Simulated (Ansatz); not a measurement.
# BH2 (boron dihydride): levels of theory compared

Aim: a comparison of 6 runs (UPBE/3-21G, U-r2SCAN/6-311G**, UHSE06/6-311G**, UMP2/6-311G**, UCCSDT/3-21G, UCCSD(T)/6-311G**) of BH2 (boron dihydride). 

Program for the calculation: Ansatz 0.2.0.

58 further runs of the same task are left out: 58 set aside as unsound or not needed.

## 1. Starting point

BH2: 3 atoms, total charge 0, spin state doublet. As SMILES, `[BH2]`. The H3–B1 distance was set to 2.319 Å, away from the relaxed value. At this shape a bond of the SMILES string is far longer than usual.

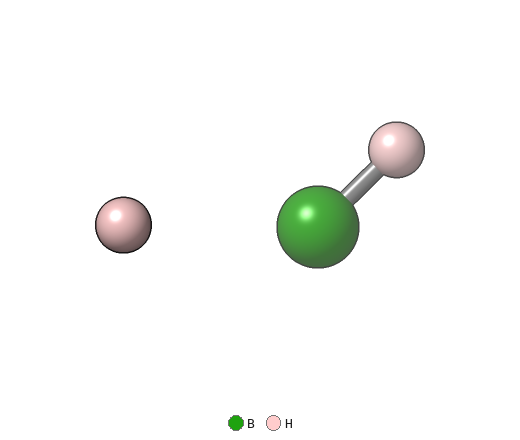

Viewed from a chosen angle; boron green, hydrogen pink.

## 2. The energy at UPBE/3-21G (run 1)

The input, job.yaml:

```yaml
basis:
  gaussian: {orbitals: 3-21G.json}
crystal:
  periodic: [false, false, false]
  atoms:
    - {symbol: B, position_ang: [1.068536, 0.486627, 0.646908]}
    - {symbol: H, position_ang: [1.085716, 1.638177, 0.779248]}
    - {symbol: H, position_ang: [-0.542860, -0.819090, -0.389630]}
magnetization: {spin_polarized: true, initial_magnetization: 1}
hamiltonian: {xc: {name: PBE}}
accuracy: high
```

The basis set 3-21G is read from a file made from the Basis Set Exchange's data (not shown).

Command:

```console
ansatz run job.yaml --threads 1 --pin off --max-ram 2610MiB --events-out events.jsonl --progress --plain --runs-dir runs
```

The log of the run:

```text
Warning: RAYON_NUM_THREADS=1 ignored (pool sized by the plan → 1); use --threads N
Functional definition: PBE
  name "PBE"
  parameter kappa = 0.804
  parameter beta = 0.06672455060314922
  exchange = pbe_x(kappa = kappa, mu = beta*pi^2/3)
  correlation = pbe_c(beta = beta)
248 factors; integrals over basis functions are off by at most 3.6e-9 eV
mean field evaluation 1: about -696.5440 eV, gradient 3.8e0 eV
mean field evaluation 2: about -696.7245 eV, gradient 1.4e0 eV
mean field evaluation 4: about -696.7523 eV, gradient 2.9e-1 eV
mean field evaluation 8: about -696.7473 eV, gradient 2.0e-2 eV
mean field evaluation 16: about -696.7473 eV, gradient 1.1e-6 eV
mean field evaluation 32: about -695.7783 eV, gradient 4.9e-1 eV
mean field -696.74733130 eV, -25.6049921529 hartree, gradient 3.9e-8 eV, S^2 0.829603; 6 other end points of the search recorded, 0 dependent functions left out
reference -696.74733320 eV, -25.6049922228 hartree; 4, 3 occupied and 9, 10 virtual orbitals, 248 factors
Total energy: -696.74733320 eV, -25.6049922228 hartree
```

Run time: 1.1 s. Hardware: 1 thread of Arm Neoverse V1, shared host.

## 3. The energy at U-r2SCAN/6-311G(d,p) (run 2)

The input, in.yaml:

```yaml
crystal:
  periodic: [false, false, false]
  atoms:
    - symbol: B
      position_ang: [1.068536, 0.486627, 0.646908]
    - symbol: H
      position_ang: [1.085716, 1.638177, 0.779248]
    - symbol: H
      position_ang: [-0.542860, -0.819090, -0.389630]
basis:
  gaussian: {orbitals: 6-311G_st__st_.json}
magnetization: {spin_polarized: true, initial_magnetization: 1}
hamiltonian: {xc: r2scan}
accuracy: high
```

The basis set 6-311G** is read from a file made from the Basis Set Exchange's data (not shown).

Command:

```console
ansatz run in.yaml --threads 1 --pin off --max-ram 2610MiB --events-out events.jsonl --progress --plain --runs-dir runs
```

The log of the run:

```text
Warning: RAYON_NUM_THREADS=1 ignored (pool sized by the plan → 1); use --threads N
Functional definition: r2SCAN
  name "r2SCAN"
  parameter k0 = 0.174
  parameter k1 = 0.065
  parameter a1 = 4.9479
  exchange = r2scan_x(k0 = k0, k1 = k1, a1 = a1)
  correlation = r2scan_c
524 factors; integrals over basis functions are off by at most 3.2e-9 eV
mean field evaluation 1: about -701.3499 eV, gradient 5.2e0 eV
mean field evaluation 2: about -701.4901 eV, gradient 3.9e0 eV
mean field evaluation 4: about -701.7421 eV, gradient 7.6e-1 eV
mean field evaluation 8: about -701.8024 eV, gradient 7.1e-2 eV
mean field evaluation 16: about -701.8026 eV, gradient 2.8e-5 eV
mean field -701.80256374 eV, -25.7907685184 hartree, gradient 9.2e-9 eV, S^2 0.967332; 1 other end points of the search recorded, 0 dependent functions left out
reference -701.80256578 eV, -25.7907685936 hartree; 4, 3 occupied and 26, 27 virtual orbitals, 524 factors
Total energy: -701.80256578 eV, -25.7907685936 hartree
```

Wall time 2.4 s (1 thread of Arm Neoverse V1, shared host); peak memory 0.13 GiB.

## 4. The energy at UHSE06/6-311G(d,p) (run 3)

Changes to in.yaml since step 3:

```diff
@@ -12,3 +12,4 @@
 magnetization: {spin_polarized: true, initial_magnetization: 1}
-hamiltonian: {xc: r2scan}
 accuracy: high
+total_charge: 0
+hamiltonian: {xc: {name: HSE06}}
```

The basis set 6-311G** is read from a file made from the Basis Set Exchange's data (not shown).

Command:

```console
ansatz run in.yaml --threads 1 --pin off --max-ram 2610MiB --events-out events.jsonl --progress --plain --runs-dir runs
```

The log of the run:

```text
Warning: RAYON_NUM_THREADS=1 ignored (pool sized by the plan → 1); use --threads N
Functional definition: HSE06
  name "HSE06"
  parameter a = 0.25
  parameter omega = 0.11/bohr
  exchange = pbe_x - a*pbe_x_sr(omega) + a*exact_x_sr(omega)
  correlation = pbe_c
524 factors; integrals over basis functions are off by at most 3.2e-9 eV
62 factors; integrals over basis functions are off by at most 2.3e-9 eV
mean field evaluation 1: about -700.6605 eV, gradient 4.8e0 eV
mean field evaluation 2: about -700.8513 eV, gradient 3.3e0 eV
mean field evaluation 4: about -701.0404 eV, gradient 6.9e-1 eV
mean field evaluation 8: about -701.0776 eV, gradient 4.4e-2 eV
mean field evaluation 16: about -701.0777 eV, gradient 2.3e-6 eV
mean field -701.07765141 eV, -25.7641284816 hartree, gradient 2.9e-8 eV, S^2 0.929368; 1 other end points of the search recorded, 0 dependent functions left out
reference -701.07765425 eV, -25.7641285861 hartree; 4, 3 occupied and 26, 27 virtual orbitals, 524 factors
Total energy: -701.07765425 eV, -25.7641285861 hartree
```

Wall time 1.2 s (1 thread of Arm Neoverse V1, shared host); peak memory 0.092 GiB.

Runs 4 to 5 aren't shown in full; the table further down has their settings and results.

## 5. The energy at UCCSD(T)/6-311G(d,p) (run 6)

The input, molecule.yaml:

```yaml
crystal:
  periodic: [false, false, false]
  atoms:
    - {symbol: B, position_ang: [1.068536, 0.486627, 0.646908]}
    - {symbol: H, position_ang: [1.085716, 1.638177, 0.779248]}
    - {symbol: H, position_ang: [-0.542860, -0.819090, -0.389630]}
basis:
  gaussian:
    orbitals: 6-311G_st__st_.json
magnetization:
  spin_polarized: true
  initial_magnetization: 1
correlation:
  method: ccsd_t
  frozen_orbitals: {B: 1, H: 0}
accuracy: high
scf:
  omitted_lower_state_checks: [cluster_reference, increment]
```

The basis set 6-311G** is read from a file made from the Basis Set Exchange's data (not shown).

Command:

```console
ansatz run molecule.yaml --threads 1 --pin off --max-ram 2610MiB --events-out events.jsonl --progress --plain --runs-dir runs
```

The log of the run:

```text
Warning: RAYON_NUM_THREADS=1 ignored (pool sized by the plan → 1); use --threads N
[... 13 lines left out ...]
1 core orbitals not correlated: weight in the atoms' cores, before any rotation towards them, 1.000 or more for the frozen orbitals, at most 0.000 for the correlated occupied ones
[... 43 lines left out ...]
Total energy: -700.12544161 eV, -25.7291354171 hartree
Checks for a lower state left out: cluster_reference, increment
```

Run time: 0.68 s. Hardware: 1 thread of Arm Neoverse V1, shared host; peak memory 0.094 GiB.

## 6. The series

| run | level | frozen core orbitals | energy (Eh) | ⟨S²⟩ | wall time |
| --- | --- | --- | --- | --- | --- |
| 1 | UPBE/3-21G | – | -25.604992 | 0.830 | 1.1 s |
| 2 | U-r2SCAN/6-311G** | – | -25.790769 | 0.967 | 2.4 s |
| 3 | UHSE06/6-311G** | – | -25.764129 | 0.929 | 1.2 s |
| 4 | UMP2/6-311G** | 1 | -25.696455 | 1.163 | 0.22 s |
| 5 | UCCSDT/3-21G | 1 | -25.545794 | 1.159 | 0.79 s |
| 6 | UCCSD(T)/6-311G** | 1 | -25.729135 | 1.163 | 0.68 s |

## 7. Summary of results

| quantity | value |
| --- | --- |
| run 6: total energy | -25.72914 Eh |
| run 6: correlation energy (1 core orbital frozen) | -87.7 mEh |
| run 6: (T) correction | -2.42 mEh |
| run 6: ⟨S²⟩ of the reference determinant | 1.163 |
| run 6: T1 diagnostic | 0.075 |

In words: Totals of different functionals can't be ranked against each other. Spin contamination of the reference: run 4 ⟨S²⟩ = 1.16, run 6 ⟨S²⟩ = 1.16, run 5 ⟨S²⟩ = 1.16, run 2 ⟨S²⟩ = 0.97, run 3 ⟨S²⟩ = 0.93. All runs together took 6.4 s, the longest 2.4 s.
